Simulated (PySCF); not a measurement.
# C4H5ClF2O2: excited states

What do calculations give for the excited states of C4H5ClF2O2 (`C=C(Cl)OC(F)(F)CO`)?

Computed with PySCF 2.14.0 and routines of our own; the level stands in each step. Atoms count from 0.

### 1 The system as given

14 atoms, charge 0, multiplicity 1; geometry from: GFN2-xTB.

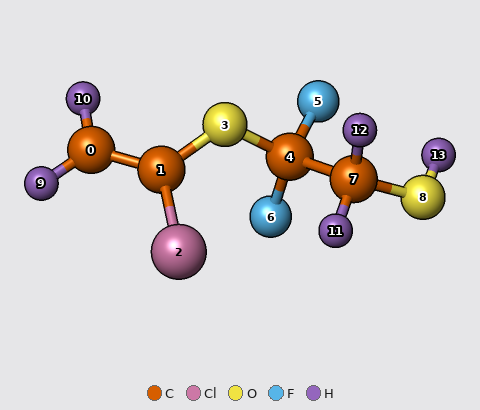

The starting geometry (carbon orange, chlorine pink, oxygen yellow, fluorine blue, hydrogen purple).

### 2 Excited states: TDA PBE0/def2-SVP

What the job is given:

```
{"job": {"kind": "states", "xc": "PBE0", "basis": "def2-SVP", "tda": true, "soc": true, "nstates": 8, "ntriplets": 5, "nquad": 4}, "charge": 0, "multiplicity": 1}
C      2.798105    -0.483311    -0.023587
C      1.618686     0.090310    -0.166452
Cl     1.233962     1.094304    -1.525755
O      0.641783     0.003085     0.784819
C     -0.627038    -0.400343     0.427679
F     -1.073763    -1.169049     1.459039
F     -0.594364    -1.229843    -0.637750
C     -1.620058     0.753896     0.217198
O     -2.932003     0.301943     0.109422
H      3.581388    -0.333629    -0.740708
H      2.992896    -1.103314     0.831873
H     -1.380677     1.262402    -0.718900
H     -1.480905     1.446842     1.060291
H     -3.158692    -0.233764     0.880752
```

Level: TDA PBE0/def2-SVP excited states, vertical, gas phase, spin-orbit mean-field couplings.

Run with:

```sh
$ OMP_NUM_THREADS=1 python excited_run.py task.json out
```

One launch serves the whole session: the jobs run in the order shown.

Standard output:

```text
coarse grid: 13416 points
cycle   1  E = -964.1809038377  dE =  1.490e+00  |g| = 1.089e+00  |ddm| = 4.025e+00
cycle   2  E = -963.8946070904  dE =  2.863e-01  |g| = 1.656e+00  |ddm| = 2.146e+00
cycle   3  E = -964.3988233655  dE = -5.042e-01  |g| = 1.330e-01  |ddm| = 1.418e+00
cycle   4  E = -964.4015310164  dE = -2.708e-03  |g| = 8.452e-02  |ddm| = 2.176e-01
cycle   5  E = -964.4030451928  dE = -1.514e-03  |g| = 1.374e-02  |ddm| = 7.943e-02
cycle   6  E = -964.4030853884  dE = -4.020e-05  |g| = 4.029e-03  |ddm| = 1.623e-02
cycle   7  E = -964.4030888685  dE = -3.480e-06  |g| = 9.586e-04  |ddm| = 3.796e-03
final grid: 129064 points
cycle   8  E = -964.5303136557  dE = -3.584e-05  |g| = 1.078e-02  |ddm| = 2.644e-02
cycle   9  E = -964.5302936830  dE =  1.997e-05  |g| = 1.512e-02  |ddm| = 1.912e-02
cycle  10  E = -964.5303361403  dE = -4.246e-05  |g| = 7.299e-04  |ddm| = 1.121e-02
cycle  11  E = -964.5303362446  dE = -1.043e-07  |g| = 3.252e-04  |ddm| = 9.981e-04
cycle  12  E = -964.5303362648  dE = -2.024e-08  |g| = 1.124e-04  |ddm| = 4.028e-04
cycle  13  E = -964.5303362675  dE = -2.654e-09  |g| = 2.930e-05  |ddm| = 1.215e-04
cycle  14  E = -964.5303362677  dE = -2.040e-10  |g| = 6.850e-06  |ddm| = 3.576e-05
converged SCF energy = -964.5303362677

Singlet excitations
state   eV       nm        f     d(h-e)  d(exc)  Lambda  PR(NTO)  |dmu|/D   mu/D   main configurations
  1   7.0756   175.2   0.01006   0.705   2.554   0.544   1.035    1.574    2.706   H->L+1 0.91
  2   7.2487   171.0   0.00785   3.768   4.518   0.169   1.034   13.537   12.639   H-1->L 0.89
  3   7.6641   161.8   0.18102   1.585   3.107   0.468   1.074    4.750    3.914   H-2->L 0.48, H->L 0.30, H-3->L 0.09
  4   7.7456   160.1   0.27991   1.303   2.663   0.589   1.095    3.265    2.750   H->L 0.48, H-2->L 0.36
  5   8.1933   151.3   0.00632   0.726   2.898   0.367   1.029                     H-1->L+1 0.49, H-1->L+2 0.47
  6   8.3209   149.0   0.02342   2.021   3.414   0.347   1.058                     H-3->L 0.78
  7   8.6925   142.6   0.01473   2.071   3.798   0.390   1.243                     H-1->L+2 0.43, H-1->L+1 0.40, H-2->L+1 0.09
  8   8.7251   142.1   0.00077   3.879   4.982   0.248   1.076                     H->L+2 0.89

Triplet excitations (Tamm-Dancoff)
state   eV     d(h-e)  d(exc)  Lambda  PR(NTO)   main configurations
  1   4.2518   0.072   2.066   0.835   1.006   H->L 0.95
  2   6.4914   0.696   2.433   0.531   1.009   H->L+1 0.93
  3   7.1876   3.461   4.324   0.166   1.005   H-1->L 0.84, H-2->L 0.12
  4   7.5478   1.762   3.146   0.306   1.035   H-2->L 0.71, H-3->L 0.12, H-1->L 0.08
  5   7.6570   0.593   2.487   0.398   1.048   H-1->L+2 0.62, H-1->L+1 0.30
S1 - T1 = 2.8238 eV

Spin-orbit couplings |<S|Hso|T>| (cm-1)
             T1       T2       T3       T4       T5
S0        5.044  129.174   34.136  109.574   43.753
S1       34.866    4.919   13.206   57.605   12.209
S2       19.091    3.003    5.621   39.373    9.541
S3       64.604   25.154   62.148   91.357    6.191
S4       52.940   29.862   43.698  131.557   17.766
S5        2.037    7.011   10.510    7.431    1.053
S6       49.613   13.289   39.774  111.124    6.057
S7        9.893   38.299   21.056    8.737    4.291
S8        4.111   10.956    2.587    7.829    5.689
T1 sublevels (cm-1): 0.000 0.060 0.074   radiative rates (1/s): 17.1 7.17 3.5
```

It took 29 s on 1 thread of Arm Neoverse V1, shared host; peak memory 0.73 GiB.

In short:

```tsv
quantity	value
S1 less T1	2.82 eV
```

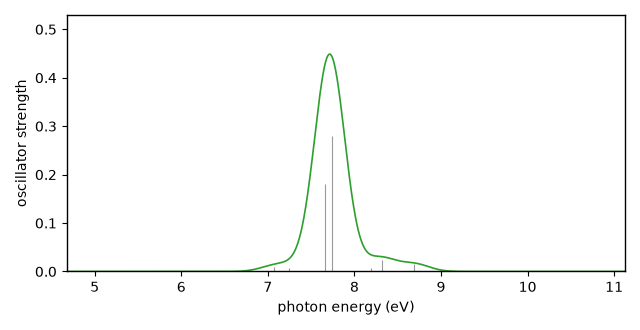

Absorption lines of the singlets. Lines are broadened to a width of 0.40 eV (Gaussian).

### 3 Excited states: TDDFT B3LYP/def2-SVPD

The job, as its differences from that of step 2:

```diff
@@ -1,2 +1,2 @@
-{"job": {"kind": "states", "xc": "PBE0", "basis": "def2-SVP", "tda": true, "soc": true, "nstates": 8, "ntriplets": 5, "nquad": 4}, "charge": 0, "multiplicity": 1}
+{"job": {"kind": "states", "xc": "B3LYP", "basis": "def2-SVPD", "tpa": true, "nstates": 6, "nquad": 5, "ntriplets": 0}, "charge": 0, "multiplicity": 1}
 C      2.798105    -0.483311    -0.023587
```

Method: TDDFT B3LYP/def2-SVPD excited states, vertical, gas phase, two-photon moments by quadratic response.

Standard output:

```text
coarse grid: 13416 points
cycle   1  E = -964.9026077287  dE =  1.459e+00  |g| = 1.099e+00  |ddm| = 5.775e+00
cycle   2  E = -964.5056751931  dE =  3.969e-01  |g| = 1.836e+00  |ddm| = 3.471e+00
cycle   3  E = -965.1218426917  dE = -6.162e-01  |g| = 1.511e-01  |ddm| = 2.309e+00
cycle   4  E = -965.1252514723  dE = -3.409e-03  |g| = 9.514e-02  |ddm| = 3.373e-01
cycle   5  E = -965.1270720343  dE = -1.821e-03  |g| = 2.119e-02  |ddm| = 1.366e-01
cycle   6  E = -965.1271650205  dE = -9.299e-05  |g| = 5.986e-03  |ddm| = 3.298e-02
cycle   7  E = -965.1271721785  dE = -7.158e-06  |g| = 1.645e-03  |ddm| = 8.325e-03
final grid: 129064 points
cycle   8  E = -965.2631729104  dE = -5.265e-05  |g| = 6.796e-03  |ddm| = 1.148e-01
cycle   9  E = -965.2631623170  dE =  1.059e-05  |g| = 1.009e-02  |ddm| = 1.844e-02
cycle  10  E = -965.2631818635  dE = -1.955e-05  |g| = 6.597e-04  |ddm| = 1.063e-02
cycle  11  E = -965.2631819396  dE = -7.605e-08  |g| = 2.905e-04  |ddm| = 1.151e-03
cycle  12  E = -965.2631819568  dE = -1.727e-08  |g| = 9.413e-05  |ddm| = 5.680e-04
cycle  13  E = -965.2631819586  dE = -1.781e-09  |g| = 3.402e-05  |ddm| = 2.200e-04
cycle  14  E = -965.2631819589  dE = -2.669e-10  |g| = 9.584e-06  |ddm| = 5.106e-05
converged SCF energy = -965.2631819589

Singlet excitations
state   eV       nm        f     d(h-e)  d(exc)  Lambda  PR(NTO)  |dmu|/D   mu/D   delta(TPA)   sigma/GM   main configurations
  1   6.3100   196.5   0.01120   1.358   3.173   0.455   1.019    4.152    5.229        7.29      0.106   H->L+1 0.76, H->L+2 0.11, H->L 0.09
  2   6.7288   184.3   0.29707   0.595   2.904   0.712   1.130    1.863    1.393       39.42      0.654   H->L 0.81, H->L+1 0.08
  3   6.9540   178.3   0.01343   3.814   4.682   0.160   1.017   13.516   12.437        6.15      0.109   H-1->L 0.92
  4   7.0867   175.0   0.00376   0.374   3.857   0.381   1.016    1.167    1.990       45.36      0.835   H->L+3 0.69, H->L+2 0.20, H->L+1 0.09
  5   7.2827   170.2   0.00707   0.526   3.562   0.324   1.241    2.687    3.672        8.49      0.165   H-1->L+1 0.58, H-1->L+2 0.22, H->L+2 0.09
  6   7.3150   169.5   0.00362   1.077   4.032   0.316   1.969                                            H-2->L 0.56, H->L+2 0.20
```

It took 68 s on 1 thread of Arm Neoverse V1, shared host; peak memory 0.92 GiB.

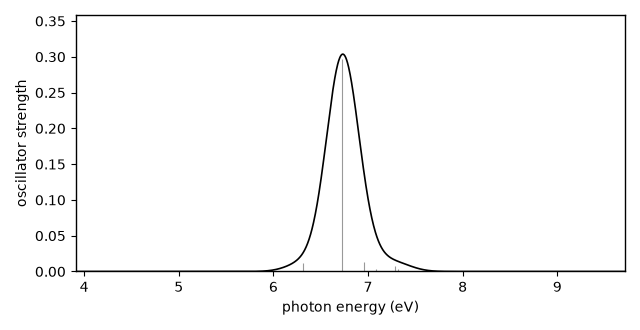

Absorption lines of the singlets. Lines are broadened to a width of 0.40 eV (Gaussian).

### 4 What came out

| quantity | value |
| --- | --- |
| S1 less T1 (step 2, TDA PBE0/def2-SVP) | 2.82 eV |

**Reading.** In step 2, the number of triplets below S1 is 2, and the largest singlet-triplet spin-orbit coupling is S4–T4, 131.56 cm⁻¹.
